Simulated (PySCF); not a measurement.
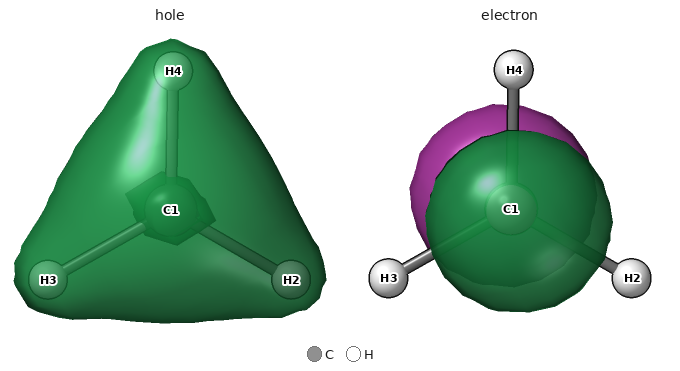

*CH$_{3}$, charge +1, SMILES `[CH3+]`. Leading natural transition orbital pair of T₃ (TDA triplet states); the surfaces enclose about 70 % of each orbital's density.*

Level of theory: CAM-B3LYP/6-31+G* (PySCF), at a geometry from GFN2-xTB. No frequency check shows the geometry to be a minimum.

Geometry (Å), atoms numbered from 1:

```
C1      -0.0000    0.0000    0.0000
H2       0.9733    0.5182    0.0000
H3      -0.0378   -1.1020    0.0000
H4      -0.9354    0.5837    0.0000
```

Q: Where does the state lie, and where do hole and electron sit?

A: 11.46 eV (108 nm), spin-forbidden from the singlet ground state; the leading pair carries 100 %; hole on C1 (66 %) and H2, H3 and H4 (11 % each), electron on C1 (82 %) and H2, H3 and H4 (6 % each); their centroids lie 0.0 Å apart. In canonical orbitals it is mainly HOMO−2 → LUMO (99 %). The HOMO–LUMO gap is 11.60 eV.

The PySCF run took 6.1 s on 1 thread of Arm Neoverse N1, with other jobs on the host, peak memory 0.2 GiB.
